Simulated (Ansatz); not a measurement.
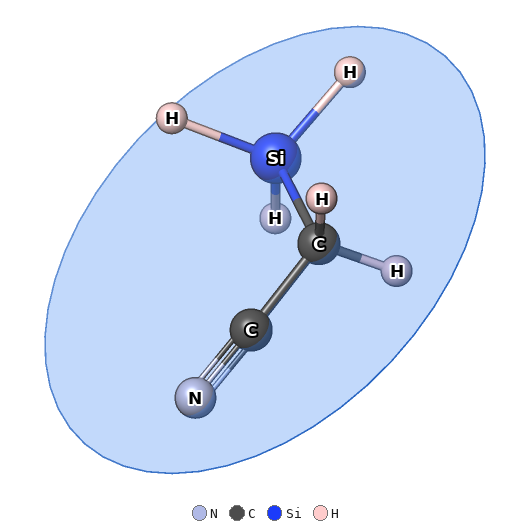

All proper rotation axes (lines) and mirror planes (discs) of the structure are drawn in. Distant atoms are faded towards the background colour. Computed geometry: PBE0-D4/def2-TZVP optimisation.

> Name the symmetry elements and the point group.

It has 1 mirror plane. Point group Cs. The group has 2 operations. The geometry is achiral, and symmetry allows a dipole moment.
